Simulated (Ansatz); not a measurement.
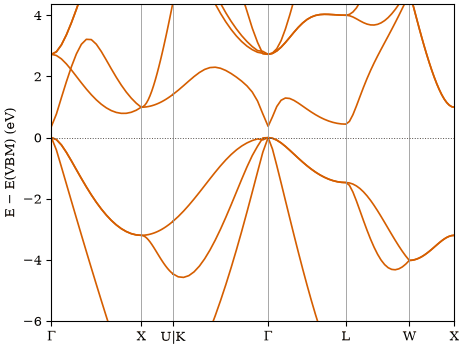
Band structure from DFT-r²SCAN in the program Ansatz with PAW potentials

**Question.** Read off the gap and where the band edges lie.

**Answer.** About 0.4 eV (0.37 eV by a search for the band edges); maximum at Γ, minimum at Γ.

The material is Ge (diamond, Fd-3m).

The r²SCAN relaxation kept the symmetry of its start; phonons on a q-mesh show no instability. Spin–orbit coupling is left out wherever it is not named.

Potentials: the earlier of the program's two PAW sets.
